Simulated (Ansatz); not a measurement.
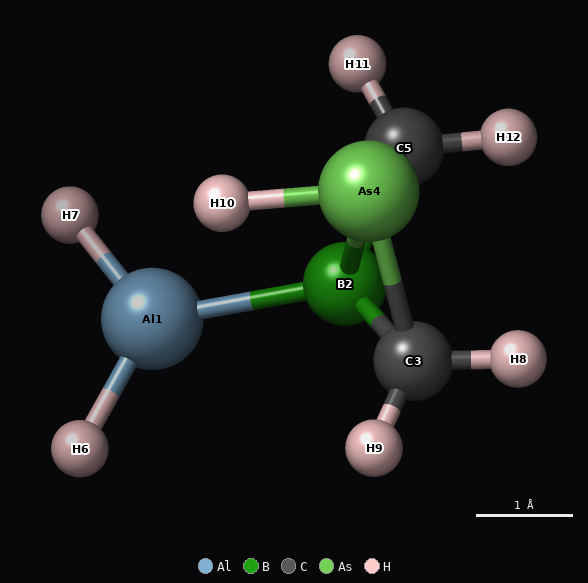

*The structure as given in the input (ball-and-stick view, seen at a tilt; atoms are numbered from 1 in the order of the input). Sticks mark near contacts.*

**C₂H₇AlAsB: single-point calculation**

C₂H₇AlAsB, computed with RHF-MP2, frozen core/def2-QZVPP (Ansatz 0.2.0).

The geometry comes from this level: PBE0-D4/def2-TZVP.

## Output
```
Functional definition: HF
  name "HF"
  cite "Fock, Z. Phys. 61, 126 (1930) doi:10.1007/BF01340294"
  parent pbe
  exchange = exact_x
  correlation = 0
3233 factors; integrals over basis functions are off by at most 9.1e-4 eV
mean field evaluation 1: about -70217.7896 eV, gradient 4.3e1 eV
mean field evaluation 2: about -70217.9551 eV, gradient 4.3e1 eV
mean field evaluation 4: about -70223.2910 eV, gradient 5.1e0 eV
mean field evaluation 8: about -70223.4017 eV, gradient 4.9e-1 eV
mean field -70223.40352953 eV, -2580.6624805775 hartree, gradient 5.7e-6 eV, S^2 0.000000; 0 other end points of the search recorded, 0 dependent functions left out
17 core orbitals not correlated: weight in the atoms' cores, before any rotation towards them, 1.000 or more for the frozen orbitals, at most 0.000 for the correlated occupied ones
reference -70223.40352953 eV, -2580.6624805775 hartree; 18, 18 occupied and 505, 505 virtual orbitals, 3233 factors
second order -30.37531743 eV of doubles, -0.00000000 eV of singles
Total energy: -70253.77884695 eV, -2581.7787529038 hartree
```

The run was set up as follows.

## The input
```yaml
crystal:
  periodic: [false, false, false]
  atoms:
    - {symbol: Al, position_ang: [-1.263404, 1.643040, -0.038800]}
    - {symbol: B, position_ang: [-0.428994, -0.292876, 0.206903]}
    - {symbol: C, position_ang: [0.607400, -0.626717, 1.311554]}
    - {symbol: As, position_ang: [1.707643, -0.476118, -0.386794]}
    - {symbol: C, position_ang: [-0.082640, -1.218096, -0.988779]}
    - {symbol: H, position_ang: [-1.185559, 2.746394, 1.115224]}
    - {symbol: H, position_ang: [-1.961386, 2.094602, -1.404078]}
    - {symbol: H, position_ang: [0.780548, -1.671825, 1.578709]}
    - {symbol: H, position_ang: [0.839034, 0.046189, 2.132704]}
    - {symbol: H, position_ang: [1.402996, 1.004004, -0.676003]}
    - {symbol: H, position_ang: [-0.402988, -1.018387, -2.007715]}
    - {symbol: H, position_ang: [0.064449, -2.285609, -0.808826]}
basis:
  gaussian: {orbitals: "def2-QZVPP.json"}
correlation: {method: mp2}
```

## Results in brief

- outcome: converged
- total energy: −70253.7788 eV
- mean-field energy: −70223.4035 eV
- SCF solution under orbital rotations: stable
- hardware: 4 threads of Oxide Virtual Turin-like, 27 GiB of memory available, shared host
- wall time: 47 s (CPU time 3 min)
- peak memory: 4.4 GiB
